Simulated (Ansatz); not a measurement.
**ZrB2: pressure series**

Base system: ZrB2 (space group P6/mmm, No. 191; a = 3.1714 Å, c = 3.5413 Å).

Cell and atoms are relaxed at each pressure.

Calculations: Ansatz (a quantum-chemistry and plane-wave program), PBE, PAW, cutoff 420 eV, no spin-orbit coupling.

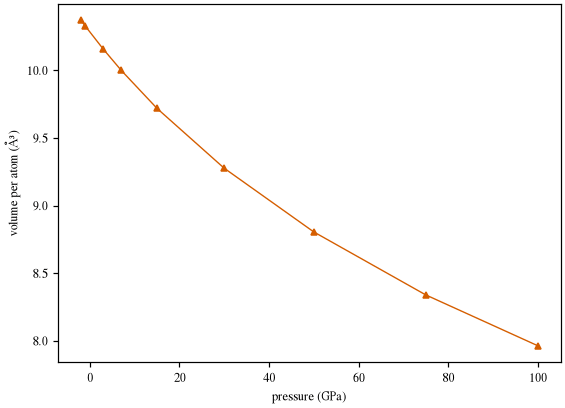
Figure. Volume against pressure

Estimate the zero-pressure bulk modulus from the plot.

About 240 GPa; a third-order Birch–Murnaghan fit to the points gives V₀ = 10.28 Å³/atom, B₀ = 239 GPa and B₀′ = 3.9.

Load acts through the strain it causes; cell and atoms are relaxed under it. Stability against distortions was not tested. No other phases were tried under pressure. The final runs are not spin-polarised.
